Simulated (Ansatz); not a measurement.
Consider AlH3 (Fd-3m).

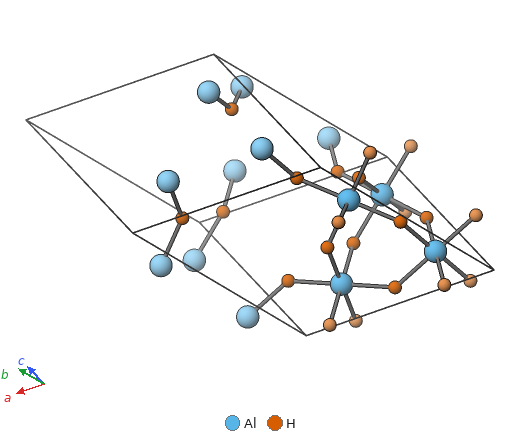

The structure (aluminium blue, hydrogen orange). Some periodic images of atoms are drawn too.

```cif
data_structure
_symmetry_space_group_name_H-M 'P 1'
_symmetry_Int_Tables_number 1
_cell_length_a 6.3489
_cell_length_b 6.3489
_cell_length_c 6.3489
_cell_angle_alpha 60.000
_cell_angle_beta 60.000
_cell_angle_gamma 60.000
_cell_volume 180.96
loop_
_atom_site_label
_atom_site_type_symbol
_atom_site_fract_x
_atom_site_fract_y
_atom_site_fract_z
_atom_site_occupancy
Al1 Al 0.62500 0.12500 0.12500 1
Al2 Al 0.12500 0.62500 0.12500 1
Al3 Al 0.12500 0.12500 0.62500 1
Al4 Al 0.12500 0.12500 0.12500 1
H5 H 0.80509 0.80509 0.19491 1
H6 H 0.19491 0.19491 0.80509 1
H7 H 0.80509 0.19491 0.80509 1
H8 H 0.19491 0.80509 0.19491 1
H9 H 0.19491 0.80509 0.80509 1
H10 H 0.80509 0.19491 0.19491 1
H11 H 0.44491 0.44491 0.05509 1
H12 H 0.05509 0.05509 0.44491 1
H13 H 0.44491 0.05509 0.44491 1
H14 H 0.05509 0.44491 0.05509 1
H15 H 0.05509 0.44491 0.44491 1
H16 H 0.44491 0.05509 0.05509 1
```

The cell and positions are those that the Materials Project relaxed with its own functionals (PBE, PBE+U or r2SCAN), kept fixed. At the settings of the band run the largest force is still 0.07 eV/Å. PAW set soft_2, made with PBE.

Gaps computed with Ansatz 0.2.0 without a self-energy: LDA 2.85 eV. The mean ε∞ by LDA perturbation theory is 3.67.

Q: What gap should G0W0 on LDA give (4×4×4 mesh, 831 empty bands, screening to 160 eV, default PAW files)?

About 5.21 eV: on its mesh the run moves the gap from 2.85 eV by +2.37 eV. A band edge moves to another state on the way. One-shot corrections scale roughly with one over ε∞, here 0.27. Bands and cutoff are finite, so the gap is not at the basis limit. The miss can reach some tenths of an eV and take either sign; the mesh is an error of its own.

[Paths, hosts, dates, memory and timing lines, banners, echoed tables and standing remarks are left out of the program output.]

[Logs are printed without paths, hosts, clocks, repeated set-up lines and the standing remarks that a program may print on its own settings, such as how far it seeks lower states.]

[Runs of the session that timed out or met a known fault of the program may be left out.]

[Cells called generated may have been cut or substituted from an entry of the Crystallography Open Database or the Materials Project.]

[Hosts, paths, dates, database ids (printed as entryN), source tags and the programs' standing remarks are cut or masked in the printed files.]
